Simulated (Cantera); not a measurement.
Feed: 1 mol Si, 0.055 mol N2O, 8.8 mol N2, at 0.000410 bar.

Method: chemical equilibrium by Gibbs-energy minimisation in Cantera with the NASA 1993 tables (ideal gas, pure condensed phases). Candidate condensed phases: Si, SiO2, Si2N2O, Si3N4; 16 gas species. Mutual solubility and eutectic melting of coexisting phases are not modelled. The tables' values for SiN are old estimates; treat these amounts as uncertain. Rates play no part.

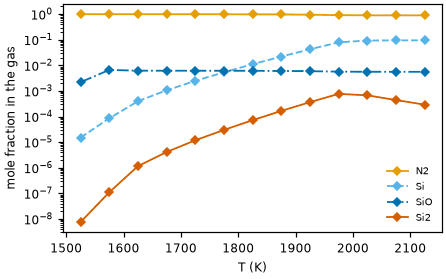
Figure. Equilibrium gas composition (values under 1e-9 drawn at 1e-9)

At 1525 K the condensed part is Si2N2O(s) + Si3N4(s). At 1575 K the condensed part is Si3N4(s). From 1625 K to 1675 K the condensed part is Si(s). From 1725 K to 1975 K the condensed part is Si(l). From 2025 K to 2125 K nothing is condensed. The main Si-bearing gas is SiO at 1525 K and Si at 2125 K.
